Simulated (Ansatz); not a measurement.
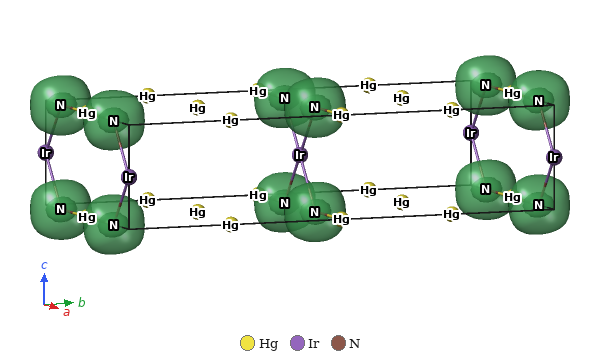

*Hg3IrN2. Isosurface of the ELF at 0.65 (green), seen slightly off an axis. Core shells and regions of very low density are left out. Sticks mark near contacts.*

Space group Cmmm; a generated structure, not necessarily the stable one; computed without spin polarisation.

The calculation used Ansatz 0.2.0, DFT PBE, scalar-relativistic, plane waves, PAW.

In a PAW calculation such maps are meaningful between the atoms, not at the nuclei.

### Describe the localisation domains.

The ELF exceeds this value in four regions wrapped around N (the valence shell of each), counted in one cell of 12 atoms. Regions shared between cells count once.

Values along the shortest contacts:
Ir–N (1.95 Å): the ELF peaks at about 0.85 in the valence shell of N, 0.6 Å from its nucleus, and is about 0.25 at the midpoint. Hg–N (2.07 Å): the ELF peaks at about 0.85 in the valence shell of N, 0.6 Å from its nucleus, and is about 0.30 at the midpoint.
